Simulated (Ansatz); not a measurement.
# B3LYP/def2-SVPD run of BHOF2 (difluorohydroxyborane)

What is the vertical ionisation energy of BHOF2 (difluorohydroxyborane) at B3LYP/def2-SVPD? 

The calculation is run with Ansatz 0.2.0.

63 further runs of the same task are left out: 63 set aside as unsound or not needed.

### 1 Starting point

BHOF2 has 5 atoms, charge 0, and is taken as a singlet. SMILES: `OB(F)F`. Geometry: relaxed at PBE0-D4/def2-TZVP.

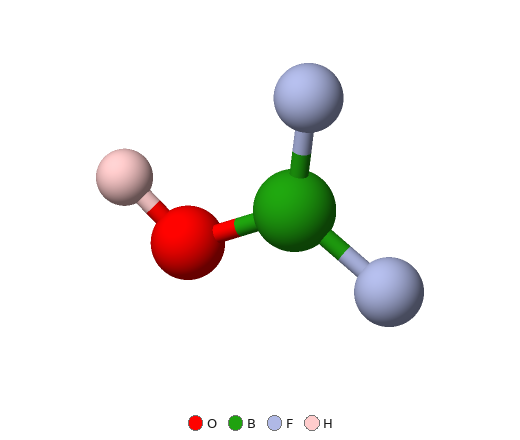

The structure, seen from a chosen angle (oxygen red, boron green, fluorine light blue, hydrogen pink).

### 2 The energy at B3LYP/def2-SVPD

File job.yaml:

```yaml
crystal:
  periodic: [false, false, false]
  atoms:
    - {symbol: O, position_ang: [0.038630, 1.000750, 0.174310]}
    - {symbol: B, position_ang: [0.105760, -0.342460, 0.137210]}
    - {symbol: F, position_ang: [0.731030, -0.986880, 1.100700]}
    - {symbol: F, position_ang: [-0.439530, -1.051930, -0.843330]}
    - {symbol: H, position_ang: [-0.435890, 1.380520, -0.568880]}
basis:
  gaussian: {orbitals: def2-SVPD}
hamiltonian: {xc: {name: B3LYP}}
accuracy: high
output: {orbitals: {seedname: orbitals}}
```

On the command line:

```console
ansatz run job.yaml --threads 1 --pin off --max-ram 3480MiB --events-out events.jsonl --progress --plain --runs-dir runs
```

Standard output:

```text
Warning: RAYON_NUM_THREADS=1 ignored (pool sized by the plan → 1); use --threads N
Functional definition: B3LYP
  name "B3LYP"
  parameter a0 = 0.2
  parameter ax = 0.72
  parameter ac = 0.81
  exchange = (1 - a0 - ax)*slater_x + ax*b88_x + a0*exact_x
  correlation = (1 - ac)*vwn_rpa_c + ac*lyp_c
1902 factors; integrals over basis functions are off by at most 3.2e-9 eV
mean field evaluation 1: about -8166.9453 eV, gradient 6.0e1 eV
mean field evaluation 2: about -8158.5366 eV, gradient 9.2e1 eV
mean field evaluation 4: about -8172.5854 eV, gradient 3.7e0 eV
mean field evaluation 8: about -8172.6066 eV, gradient 6.6e-2 eV
mean field evaluation 16: about -8172.6066 eV, gradient 1.6e-6 eV
mean field -8172.60656005 eV, -300.3377514903 hartree, gradient 2.7e-8 eV, S^2 0.000000; 0 other end points of the search recorded, 0 dependent functions left out
reference -8172.60659413 eV, -300.3377527427 hartree; 16, 16 occupied and 81, 81 virtual orbitals, 1902 factors
Total energy: -8172.60659413 eV, -300.3377527427 hartree
```

Run time: 5.1 s. Hardware: 1 thread of Arm Neoverse V2, shared host; peak memory 0.27 GiB.

### 3 The doublet cation at the same level

job.yaml, as its differences from that of step 2:

```diff
@@ -1 +1,3 @@
+basis:
+  gaussian: {orbitals: def2-SVPD}
 crystal:
@@ -8,6 +10,6 @@
     - {symbol: H, position_ang: [-0.435890, 1.380520, -0.568880]}
-basis:
-  gaussian: {orbitals: def2-SVPD}
+accuracy: high
 hamiltonian: {xc: {name: B3LYP}}
-accuracy: high
+total_charge: 1
+magnetization: {spin_polarized: true, initial_magnetization: 1}
 output: {orbitals: {seedname: orbitals}}
```

On the command line:

```console
ansatz run job.yaml --threads 1 --pin off --max-ram 3480MiB --events-out events.jsonl --progress --plain --runs-dir runs
```

Standard output:

```text
Warning: RAYON_NUM_THREADS=1 ignored (pool sized by the plan → 1); use --threads N
[... 7 set-up lines as earlier in the session ...]
1902 factors; integrals over basis functions are off by at most 3.2e-9 eV
mean field evaluation 1: about -8149.3028 eV, gradient 5.6e1 eV
mean field evaluation 2: about -8122.4376 eV, gradient 1.0e2 eV
mean field evaluation 4: about -8158.5023 eV, gradient 3.5e0 eV
mean field evaluation 8: about -8158.6761 eV, gradient 8.4e-1 eV
mean field evaluation 16: about -8158.6791 eV, gradient 1.4e-3 eV
mean field evaluation 32: about -8158.6791 eV, gradient 3.4e-6 eV
mean field evaluation 64: about -8158.2934 eV, gradient 7.9e-2 eV
mean field -8158.67905389 eV, -299.8259250793 hartree, gradient 7.0e-8 eV, S^2 0.756319; 7 other end points of the search recorded, 0 dependent functions left out
reference -8158.67908958 eV, -299.8259263906 hartree; 16, 15 occupied and 81, 82 virtual orbitals, 1902 factors
Total energy: -8158.67908958 eV, -299.8259263906 hartree
```

It took 21 s on 1 thread of Arm Neoverse V2, shared host; peak memory 0.37 GiB.

### 4 What came out

Level: B3LYP/def2-SVPD.

| quantity | value |
| --- | --- |
| singlet BHOF2: total energy | -300.33775 Eh |
| singlet BHOF2: HOMO energy | -10.61 eV |
| singlet BHOF2: LUMO energy | -0.51 eV |
| singlet BHOF2: HOMO–LUMO gap | 10.09 eV |
| doublet cation: total energy | -299.82593 Eh |
| doublet cation: HOMO energy (highest over α and β) | -19.10 eV |
| doublet cation: LUMO energy (lowest over α and β) | -17.23 eV |
| doublet cation: ⟨S²⟩ | 0.756 |
| vertical ionisation energy (to the doublet cation) | 13.928 eV |

**Reading.** The vertical ionisation energy comes to 13.93 eV (321 kcal/mol). −ε(HOMO) before ionisation, 10.61 eV, is 3.32 eV below this ionisation energy.
